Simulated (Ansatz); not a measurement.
## Geometry relaxation, with input and output: CH$_{5}$AlClN (part 2 of 2)

CH$_{5}$AlClN; UKS BHLYP/def2-SVP (Ansatz 0.2.0). It belongs to a series of runs on one base structure; here: end point B relaxed.

Geometry of the input (Å):
```
C  -0.2065  1.3644  -0.5903
Al -0.2672  -0.5390  -0.1817
N  0.4139  -1.1542  1.4670
Cl -1.0124  -1.9678  -1.6427
H  0.3418  1.5777  -1.5395
H  0.1961  1.9839  0.2420
H  -1.2694  1.7589  -0.7585
H  -1.5609  -0.8893  0.5766
H  1.4645  -0.8887  1.5293
```

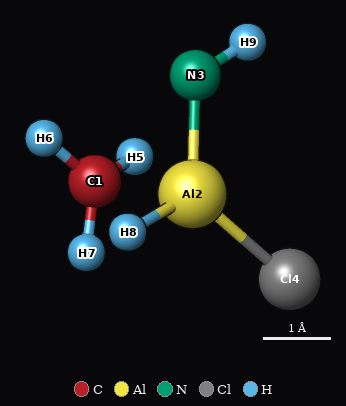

The geometry at step 24 of the log (ball-and-stick view, seen at a tilt; atoms are numbered from 1 in the order of the input).

## Trajectory as extended XYZ, continued
```
9
Properties=species:S:1:pos:R:3:forces:R:3 step=5 energy=-21716.91172
C    -0.2508    1.3800   -0.5887    0.0158  -0.0895   0.0598
Al   -0.1898   -0.5164   -0.1371   -0.0333  -0.0426   0.0014
N     0.6694   -1.2694    1.2734    0.2844   0.3113  -0.0089
Cl   -0.9463   -1.9252   -1.5338    0.0103  -0.0025   0.0065
H     0.4172    1.5508   -1.4410    0.0120   0.0131  -0.0081
H     0.0861    2.0178    0.2336   -0.0096   0.0084   0.0064
H    -1.2501    1.7031   -0.8913   -0.0194   0.0027  -0.0109
H    -2.0192   -0.7696    0.6020   -0.0072   0.0172  -0.0066
H     1.5834   -0.9253    1.5851   -0.2531  -0.2181  -0.0396
9
Properties=species:S:1:pos:R:3:forces:R:3 step=7 energy=-21716.94421
C    -0.2792    1.3756   -0.5848    0.0496  -0.0439   0.0279
Al   -0.1686   -0.5130   -0.1255    0.0305  -0.1105   0.1530
N     0.7053   -1.2018    1.3027    0.5798   0.3032  -0.0535
Cl   -0.9091   -1.9526   -1.4888   -0.0001  -0.0396  -0.0224
H     0.4668    1.5799   -1.3628    0.0050  -0.0075  -0.0003
H    -0.0648    2.0342    0.2602   -0.0130   0.0155   0.0411
H    -1.2554    1.6386   -0.9962   -0.0534   0.0268  -0.0203
H    -2.1055   -0.6056    0.5864    0.0451   0.0156  -0.0164
H     1.7103   -1.1094    1.5111   -0.6436  -0.1596  -0.1092
9
Properties=species:S:1:pos:R:3:forces:R:3 step=9 energy=-21716.99002
C    -0.3310    1.3417   -0.5920   -0.0878   0.2098   0.0731
Al   -0.1618   -0.5410   -0.1467   -0.0511  -0.1336  -0.0723
N     0.7730   -1.0448    1.2859    0.3875  -0.0878   0.0675
Cl   -0.7967   -2.0399   -1.4968    0.0126  -0.0243   0.0481
H     0.4397    1.6024   -1.3262    0.0612  -0.0694  -0.0267
H    -0.1542    1.9409    0.3043   -0.0123   0.0850   0.0183
H    -1.2954    1.6269   -1.0174   -0.0140  -0.0359  -0.0040
H    -2.1082   -0.3341    0.5849    0.1322  -0.0110  -0.0231
H     1.7344   -1.3061    1.5062   -0.4283   0.0671  -0.0808
9
Properties=species:S:1:pos:R:3:forces:R:3 step=11 energy=-21717.01661
C    -0.3620    1.3659   -0.5997   -0.0845   0.1823   0.0960
Al   -0.1671   -0.5281   -0.1535   -0.1461  -0.2765   0.0736
N     0.7514   -1.0762    1.2754    0.0631   0.1029  -0.0723
Cl   -0.7535   -2.0465   -1.5135    0.0478   0.0871   0.0367
H     0.4452    1.5970   -1.3058    0.0301  -0.0120  -0.0143
H    -0.2358    1.9945    0.2882   -0.0054  -0.0373  -0.0746
H    -1.3121    1.6149   -1.0799    0.0554  -0.0490   0.0159
H    -1.9498   -0.2904    0.6747    0.0822   0.0291  -0.0586
H     1.6836   -1.3853    1.5164   -0.0425  -0.0268  -0.0024
9
Properties=species:S:1:pos:R:3:forces:R:3 step=13 energy=-21717.06385
C    -0.4459    1.3600   -0.5757   -0.0996   1.1432  -0.2475
Al   -0.2495   -0.5544   -0.0860    0.1841  -1.0714  -0.0354
N     0.7828   -1.0413    1.2865    0.9302  -0.3144   0.2473
Cl   -0.6827   -2.0472   -1.5442    0.0875   0.2189   0.0672
H     0.4439    1.5203   -1.2147   -0.1167  -0.2151   0.1682
H    -0.3941    2.0228    0.2991   -0.0148  -0.2394  -0.2221
H    -1.3478    1.5767   -1.1652    0.2426  -0.1704   0.2233
H    -1.6765   -0.0569    0.6295   -0.4266   0.1949   0.0783
H     1.6699   -1.5341    1.4731   -0.7867   0.4536  -0.2793
9
Properties=species:S:1:pos:R:3:forces:R:3 step=15 energy=-21717.20464
C    -0.4572    1.3630   -0.5216    0.5489   0.5283  -0.7937
Al   -0.3574   -0.6677    0.0268   -0.1428  -0.0991   0.1116
N     0.8575   -0.9421    1.3405   -0.0993   0.1103  -0.1387
Cl   -0.6795   -2.0083   -1.5891    0.1270   0.0757   0.1013
H     0.4893    1.3191   -1.1276   -0.6579  -0.0492   0.5047
H    -0.3799    2.0616    0.3167   -0.0196  -0.3025  -0.0716
H    -1.3212    1.5666   -1.1654    0.2509  -0.1119   0.2261
H    -1.7873    0.0056    0.5075    0.0826  -0.1377   0.1344
H     1.7357   -1.4519    1.3144   -0.0898  -0.0139  -0.0739
9
Properties=species:S:1:pos:R:3:forces:R:3 step=17 energy=-21717.31447
C    -0.4035    1.4386   -0.5863    0.8908   0.2813  -0.6574
Al   -0.5203   -0.6854    0.1090    0.2431  -0.3370   0.3160
N     0.8911   -0.7295    1.2823    0.8707  -1.1540  -0.4708
Cl   -0.5494   -1.9636   -1.5965   -0.0187   0.1804   0.1153
H     0.5760    1.2371   -1.0994   -0.9726   0.1790   0.5011
H    -0.3535    2.0422    0.3230   -0.0487  -0.2128  -0.1883
H    -1.2725    1.5784   -1.2354    0.2173  -0.0729   0.2043
H    -1.8786   -0.1716    0.7324   -0.1189  -0.0393  -0.0282
H     1.6106   -1.5003    1.1733   -1.0631   1.1753   0.2080
9
Properties=species:S:1:pos:R:3:forces:R:3 step=19 energy=-21717.44530
C    -0.3109    1.4893   -0.6606   -0.0598   0.0227   0.3020
Al   -0.6268   -0.7587    0.2379    0.2243  -0.0722  -0.2160
N     0.9015   -0.6864    1.2217   -0.2309   0.0396  -0.0320
Cl   -0.5617   -1.8263   -1.6087   -0.0669   0.0826   0.1386
H     0.6377    1.2888   -1.1456    0.0258   0.0574  -0.0194
H    -0.3143    1.9858    0.3117    0.0602  -0.0965  -0.2386
H    -1.2093    1.5414   -1.2672    0.0272  -0.0149  -0.0268
H    -2.0077   -0.3562    0.8452   -0.0414  -0.0167   0.0740
H     1.5913   -1.4317    1.1678    0.0615  -0.0019   0.0181
9
Properties=species:S:1:pos:R:3:forces:R:3 step=21 energy=-21717.45950
C    -0.2788    1.4425   -0.6433   -0.0183   0.1856  -0.0106
Al   -0.6386   -0.7655    0.2100   -0.0456   0.0252  -0.0039
N     0.8609   -0.6494    1.2180   -0.1467   0.0046   0.0137
Cl   -0.6247   -1.7912   -1.6488   -0.0003  -0.0266   0.0182
H     0.6620    1.3233   -1.1681    0.0387  -0.0437  -0.0151
H    -0.2663    1.9607    0.3097    0.0204  -0.0388   0.0304
H    -1.1893    1.4834   -1.2330   -0.0069  -0.0538  -0.0164
H    -2.0184   -0.4060    0.8627    0.0228  -0.0216   0.0015
H     1.5931   -1.3519    1.1950    0.1359  -0.0310  -0.0179
9
Properties=species:S:1:pos:R:3:forces:R:3 step=23 energy=-21717.47733
C    -0.2094    1.4336   -0.6225    0.0328  -0.0563   0.0850
Al   -0.7095   -0.7893    0.2049   -0.1822  -0.0138   0.0631
N     0.7671   -0.6122    1.2287    0.7034  -0.3832  -0.1149
Cl   -0.6970   -1.8204   -1.6465    0.0137  -0.0369  -0.0343
H     0.7421    1.3184   -1.1312   -0.0351   0.0070  -0.0093
H    -0.2173    1.9332    0.3395    0.0047   0.0405  -0.0064
H    -1.1180    1.4319   -1.2200    0.0501  -0.0204   0.0118
H    -2.0926   -0.4946    0.8834    0.0347   0.0157  -0.0722
H     1.6345   -1.1546    1.0660   -0.6221   0.4473   0.0772
9
Properties=species:S:1:pos:R:3:forces:R:3 step=24 energy=-21717.50648
C    -0.1530    1.4044   -0.5782    0.0741  -0.1073   0.1991
Al   -0.7716   -0.8207    0.2003   -0.0473   0.0194   0.0778
N     0.7145   -0.5712    1.1999    0.9331  -0.3703  -0.3167
Cl   -0.7432   -1.8527   -1.6508   -0.0019  -0.0400  -0.0101
H     0.7977    1.3020   -1.0881   -0.0009   0.0015  -0.0304
H    -0.1713    1.9496    0.3584   -0.0106   0.0354  -0.0354
H    -1.0604    1.3607   -1.1773    0.0367  -0.0316   0.0213
H    -2.1563   -0.5383    0.8766    0.0329  -0.0058  -0.0714
H     1.6433   -0.9879    0.9615   -1.0160   0.4988   0.1658
9
Properties=species:S:1:pos:R:3:forces:R:3 step=26 energy=-21717.81801
C    -0.0281    1.3001   -0.4413    0.6342  -0.6367   1.0228
Al   -0.8826   -0.8679    0.1716    0.3214   0.0392   0.1468
N     0.6242   -0.4039    1.0600   -0.0397   0.3676  -0.8851
Cl   -0.8199   -1.9377   -1.6572   -0.0388  -0.0459   0.0425
H     0.9070    1.2652   -0.9890   -0.0683   0.0802  -0.0553
H    -0.0811    1.9838    0.4039   -0.0443  -0.0523  -0.2823
H    -0.9334    1.1784   -1.0410    0.0537  -0.0744   0.0693
H    -2.2619   -0.6019    0.8487   -0.0255  -0.0437  -0.0281
H     1.5755   -0.6702    0.7465   -0.7926   0.3660  -0.0306
9
Properties=species:S:1:pos:R:3:forces:R:3 step=28 energy=-21719.91645
C     0.1425    1.1457   -0.2429    0.8771  -1.7997   2.3735
Al   -0.9703   -0.9344    0.1542    0.1326  -0.2301   0.1623
N     0.4845   -0.1364    0.8179   -0.0234   1.8514  -2.6393
Cl   -0.8690   -2.0097   -1.6617   -0.0748  -0.1049   0.0696
H     0.9862    1.2709   -0.9192   -0.0803   0.0680  -0.0061
H    -0.0039    1.9962    0.4249   -0.0122   0.0906  -0.3726
H    -0.7696    0.9999   -0.8569    0.1788   0.0188   0.1477
H    -2.3365   -0.6572    0.8364   -0.1454  -0.1032  -0.0356
H     1.4359   -0.4292    0.5495   -0.8527   0.2091   0.3003
9
Properties=species:S:1:pos:R:3:forces:R:3 step=30 energy=-21720.56416
C     0.2212    1.1603   -0.1663    0.1657  -0.0654   0.2537
Al   -1.0099   -0.9642    0.1207    0.0756  -0.2791   0.1707
N     0.4425   -0.0595    0.6529   -0.5477   0.3177  -0.8951
Cl   -0.9292   -2.1858   -1.6064   -0.0115   0.0247   0.1344
H     1.0169    1.3516   -0.8932    0.0433  -0.0512   0.0817
H     0.0765    2.0666    0.4359    0.1174  -0.0921   0.0396
H    -0.6961    1.1021   -0.8012    0.0926  -0.0271   0.1673
H    -2.3958   -0.7988    0.8232    0.0552   0.0131  -0.0619
H     1.3738   -0.4264    0.5367    0.0093   0.1594   0.1097
9
Properties=species:S:1:pos:R:3:forces:R:3 step=32 energy=-21720.77703
C     0.2547    1.2520   -0.1712   -0.1790   0.0745   0.0773
Al   -1.0587   -1.0936    0.1158    0.0994   0.0482  -0.0863
N     0.3457   -0.0613    0.4634    0.0354   0.1459  -0.3073
Cl   -0.9287   -2.4287   -1.5103   -0.0674  -0.1687   0.0966
H     1.0709    1.4311   -0.8780    0.0296  -0.0159  -0.0051
H     0.2321    2.0992    0.5339    0.0654  -0.2010  -0.0167
H    -0.6697    1.3316   -0.7739    0.1479   0.1151   0.1555
H    -2.4444   -0.8940    0.8074    0.0278  -0.0550  -0.0219
H     1.2981   -0.3903    0.5153   -0.1591   0.0570   0.1079
9
Properties=species:S:1:pos:R:3:forces:R:3 step=34 energy=-21720.94094
C     0.2832    1.3381   -0.1601   -0.1462  -0.0250   0.0361
Al   -1.0905   -1.1404    0.0186    0.1012  -0.1964  -0.0914
N     0.2902   -0.0558    0.2568    0.2272   0.1829  -0.0658
Cl   -0.9422   -2.7699   -1.3287    0.0129   0.0819   0.2210
H     1.0811    1.5479   -0.8822   -0.0071   0.0320   0.0148
H     0.3802    2.0609    0.6654    0.0309  -0.1613  -0.0320
H    -0.6585    1.5777   -0.6764    0.1067   0.0243   0.1284
H    -2.4693   -0.9415    0.7237   -0.0190   0.0602  -0.0855
H     1.2257   -0.3710    0.4851   -0.3066   0.0014  -0.1257
9
Properties=species:S:1:pos:R:3:forces:R:3 step=36 energy=-21721.08837
C     0.2742    1.3651   -0.1124    0.0676   0.2988  -0.0549
Al   -1.1012   -1.1432   -0.0434    0.0296  -0.2672  -0.0453
N     0.2772   -0.0528    0.1245    0.0889  -0.4425  -0.0166
Cl   -0.8338   -3.0015   -1.0329   -0.0033   0.1938   0.2297
H     1.0167    1.6438   -0.8712   -0.0372   0.0703   0.0346
H     0.4729    1.9667    0.7835    0.0428  -0.0095   0.0380
H    -0.6958    1.6893   -0.5023   -0.0250   0.0326   0.0625
H    -2.5217   -0.7992    0.5115    0.0072   0.0469  -0.1334
H     1.2114   -0.4224    0.2450   -0.1707   0.0767  -0.1145
9
Properties=species:S:1:pos:R:3:forces:R:3 step=38 energy=-21721.21896
C     0.2670    1.3799   -0.0620   -0.0919  -0.2468   0.0861
Al   -1.1033   -1.1598   -0.0903    0.0250  -0.2182  -0.1480
N     0.2792   -0.0758   -0.0007    0.1020   0.3446  -0.0596
Cl   -0.7581   -3.1673   -0.6885   -0.0524   0.2798   0.1895
H     0.8959    1.7604   -0.8765   -0.0079  -0.0276   0.0339
H     0.6011    1.8595    0.8697    0.0136  -0.0901  -0.0676
H    -0.7496    1.7397   -0.2587    0.0677  -0.0223   0.0599
H    -2.5508   -0.6444    0.1965    0.0156  -0.0479  -0.0496
H     1.2185   -0.4462    0.0128   -0.0718   0.0284  -0.0446
9
Properties=species:S:1:pos:R:3:forces:R:3 step=40 energy=-21721.26914
C     0.2634    1.3738   -0.0172    0.0175   0.1486   0.0219
Al   -1.1099   -1.1524   -0.1732    0.0277  -0.0797  -0.0267
N     0.2748   -0.0680   -0.1274   -0.0863   0.0545   0.0171
Cl   -0.7162   -3.2222   -0.3287   -0.0545   0.1607   0.0159
H     0.7748    1.8593   -0.8636   -0.0642  -0.0444   0.1392
H     0.7407    1.7317    0.9110   -0.0689  -0.0563  -0.1834
H    -0.7684    1.7539   -0.0104    0.1712  -0.0997   0.0033
H    -2.5708   -0.5920   -0.1128    0.0604  -0.0724   0.0014
H     1.2113   -0.4382   -0.1754   -0.0029  -0.0113   0.0113
9
Properties=species:S:1:pos:R:3:forces:R:3 step=42 energy=-21721.27312
C     0.2683    1.3787   -0.0180    0.0029   0.0053  -0.0003
Al   -1.1131   -1.1502   -0.1808    0.0082  -0.0160   0.0162
N     0.2664   -0.0622   -0.1250   -0.0057   0.0112  -0.0037
Cl   -0.7138   -3.2107   -0.3282   -0.0078   0.0110  -0.0046
H     0.7771    1.8603   -0.8625   -0.0020   0.0010   0.0031
H     0.7518    1.7325    0.9017    0.0012  -0.0054  -0.0118
H    -0.7571    1.7602   -0.0054    0.0099  -0.0060   0.0042
H    -2.5793   -0.6200   -0.1133   -0.0025  -0.0065  -0.0092
H     1.1995   -0.4427   -0.1662   -0.0042   0.0054   0.0059
9
Properties=species:S:1:pos:R:3:forces:R:3 step=44 energy=-21721.27333
C     0.2694    1.3801   -0.0178   -0.0005   0.0014  -0.0005
Al   -1.1133   -1.1511   -0.1790   -0.0062  -0.0037  -0.0020
N     0.2642   -0.0606   -0.1230    0.0042  -0.0034   0.0009
Cl   -0.7140   -3.2108   -0.3282    0.0014   0.0008  -0.0002
H     0.7726    1.8604   -0.8662   -0.0010   0.0010  -0.0030
H     0.7608    1.7334    0.8975    0.0026  -0.0004  -0.0007
H    -0.7551    1.7629    0.0027    0.0005   0.0016   0.0026
H    -2.5817   -0.6259   -0.1217   -0.0018  -0.0001  -0.0006
H     1.1968   -0.4425   -0.1620    0.0009   0.0029   0.0034
```

## Summary

- outcome: converged
- total energy: −21721.2735 eV
- mean-field energy: −21721.2735 eV
- largest force (length of the vector) at the end: 0.008 eV/Å
- hardware: 2 threads of Arm Neoverse V2, 24 GiB of memory available, shared host
- wall time: 3.1 min (CPU time 5.9 min)
- peak memory: 0.27 GiB
